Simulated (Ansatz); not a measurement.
**C2H4F2 (1,2-difluoroethane) at PBE/def2-SVPD**

What is the vertical ionisation energy of C2H4F2 (1,2-difluoroethane) at PBE/def2-SVPD? 

The results are computed with Ansatz 0.2.0.

## (1) Starting point

C2H4F2: 8 atoms, total charge 0, spin state singlet. As SMILES, `FCCF`. Geometry: relaxed at PBE0-D4/def2-TZVP.

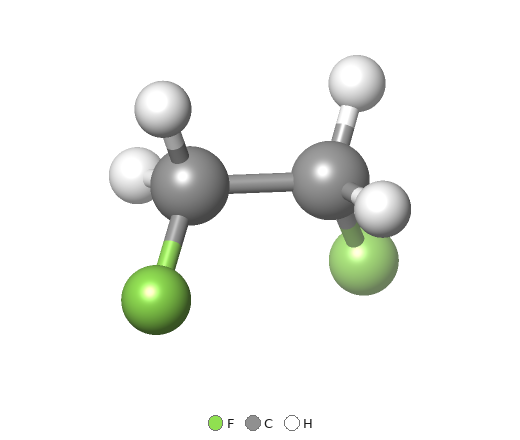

The structure, seen from a chosen angle (fluorine green, carbon grey, hydrogen white).

## (2) A single-point energy at PBE/def2-SVPD

File in.yaml:

```yaml
crystal:
  periodic: [false, false, false]
  atoms:
    - {symbol: F, position_ang: [-1.312370, 0.775570, 0.874010]}
    - {symbol: C, position_ang: [-0.115750, 0.716060, 0.193200]}
    - {symbol: C, position_ang: [0.217900, -0.696080, -0.177380]}
    - {symbol: F, position_ang: [-0.618130, -1.153280, -1.172850]}
    - {symbol: H, position_ang: [-0.201180, 1.337840, -0.702830]}
    - {symbol: H, position_ang: [0.670250, 1.117960, 0.841860]}
    - {symbol: H, position_ang: [1.248900, -0.742470, -0.544780]}
    - {symbol: H, position_ang: [0.110390, -1.355610, 0.688780]}
basis:
  gaussian:
    orbitals: def2-SVPD
hamiltonian:
  xc: {name: PBE}
accuracy: high
output:
  orbitals: {seedname: orbitals}
```

Started as:

```console
$ ansatz run in.yaml --threads 1 --pin off --max-ram 3480MiB --events-out events.jsonl --progress --plain --runs-dir runs
```

Standard output:

```text
Warning: RAYON_NUM_THREADS=1 ignored (pool sized by the plan → 1); use --threads N
Functional definition: PBE
  name "PBE"
  parameter kappa = 0.804
  parameter beta = 0.06672455060314922
  exchange = pbe_x(kappa = kappa, mu = beta*pi^2/3)
  correlation = pbe_c(beta = beta)
2408 factors; integrals over basis functions are off by at most 3.2e-9 eV
mean field evaluation 1: about -7555.5250 eV, gradient 4.2e1 eV
mean field evaluation 2: about -7552.4687 eV, gradient 5.6e1 eV
mean field evaluation 4: about -7559.4468 eV, gradient 4.0e0 eV
mean field evaluation 8: about -7559.4742 eV, gradient 8.0e-2 eV
mean field evaluation 16: about -7559.4742 eV, gradient 3.0e-6 eV
mean field -7559.47422277 eV, -277.8055536912 hartree, gradient 3.3e-8 eV, S^2 0.000000; 0 other end points of the search recorded, 0 dependent functions left out
reference -7559.47422638 eV, -277.8055538238 hartree; 17, 17 occupied and 101, 101 virtual orbitals, 2408 factors
Total energy: -7559.47422638 eV, -277.8055538238 hartree
```

It took 2.8 s on 1 thread of AMD EPYC 9R45 (Zen 5), shared host; peak memory 0.35 GiB.

## (3) The doublet cation

Edit in.yaml of step 2 so:

```diff
@@ -12,8 +12,7 @@
 basis:
-  gaussian:
-    orbitals: def2-SVPD
-hamiltonian:
-  xc: {name: PBE}
+  gaussian: {orbitals: def2-SVPD}
+total_charge: 1
+magnetization: {spin_polarized: true, initial_magnetization: 1}
+hamiltonian: {xc: pbe}
 accuracy: high
-output:
-  orbitals: {seedname: orbitals}
+output: {orbitals: {seedname: orbitals}}
```

Started as:

```console
$ ansatz run in.yaml --threads 1 --pin off --max-ram 3480MiB --events-out events.jsonl --progress --plain --runs-dir runs
```

Standard output, cut to the lines that bear on the results:

```text
Warning: RAYON_NUM_THREADS=1 ignored (pool sized by the plan → 1); use --threads N
[... 6 set-up lines as earlier in the session ...]
2408 factors; integrals over basis functions are off by at most 3.2e-9 eV
mean field evaluation 1: about -7539.6615 eV, gradient 4.5e1 eV
mean field evaluation 2: about -7528.2517 eV, gradient 7.5e1 eV
mean field evaluation 4: about -7547.4604 eV, gradient 9.7e0 eV
mean field evaluation 8: about -7547.8095 eV, gradient 1.3e-1 eV
mean field evaluation 16: about -7547.8102 eV, gradient 1.1e-4 eV
mean field evaluation 32: about -7547.8028 eV, gradient 1.2e0 eV
mean field -7547.81019014 eV, -277.3769083981 hartree, gradient 5.1e-8 eV, S^2 0.751028; 7 other end points of the search recorded, 0 dependent functions left out
reference -7547.81019399 eV, -277.3769085395 hartree; 17, 16 occupied and 101, 102 virtual orbitals, 2408 factors
Total energy: -7547.81019399 eV, -277.3769085395 hartree
```

It took 6.9 s on 1 thread of AMD EPYC 9R45 (Zen 5), shared host; peak memory 0.45 GiB.

## (4) Results

At PBE/def2-SVPD:

| quantity | value |
| --- | --- |
| singlet C2H4F2: total energy | -277.80555 Eh |
| singlet C2H4F2: HOMO energy | -7.92 eV |
| singlet C2H4F2: LUMO energy | -0.01 eV |
| singlet C2H4F2: HOMO–LUMO gap | 7.91 eV |
| doublet cation: total energy | -277.37691 Eh |
| doublet cation: HOMO energy (highest over α and β) | -15.75 eV |
| doublet cation: LUMO energy (lowest over α and β) | -15.45 eV |
| doublet cation: ⟨S²⟩ | 0.751 |
| vertical ionisation energy (to the doublet cation) | 11.664 eV |

What this shows: The vertical ionisation energy comes to 11.66 eV (1125 kJ/mol). −ε(HOMO) before ionisation, 7.92 eV, is 3.75 eV below this ionisation energy.
